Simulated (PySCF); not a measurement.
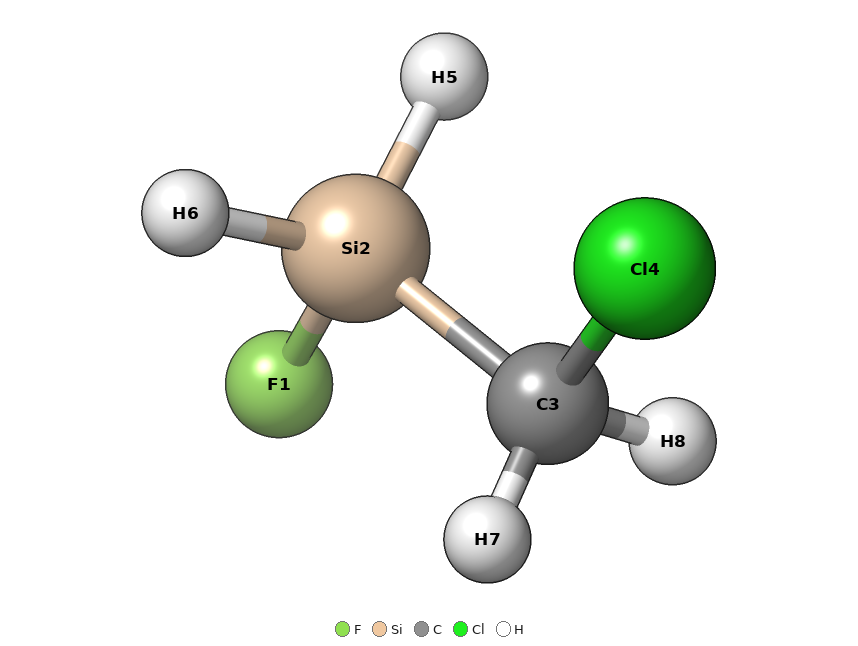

The computed structure is the end point of a GFN2-xTB optimisation. No frequency run is at hand to confirm it as a minimum. Method: delta-SCF UKS SCAN, pcX-2 on the ionised atom, pcseg-1 elsewhere, spin-free X2C (PySCF 2.14.0).

Give the core-electron binding energies (to vacuum; p and d levels without spin–orbit splitting) of F1 1s, Si2 1s, Si2 2p, C3 1s, Cl4 1s, Cl4 2p.

| atom | level | binding energy (eV) |
| --- | --- | --- |
| F1 | 1s | 692.5 |
| Si2 | 1s | 1848.2 |
| Si2 | 2p | 108.6 |
| C3 | 1s | 292.2 |
| Cl4 | 1s | 2828.9 |
| Cl4 | 2p | 206.9 |

The geometry is semi-empirical. Around Si such bond lengths and angles can be off by a tenth of an ångström or more and by several degrees, and values that hang on the shape move with them.
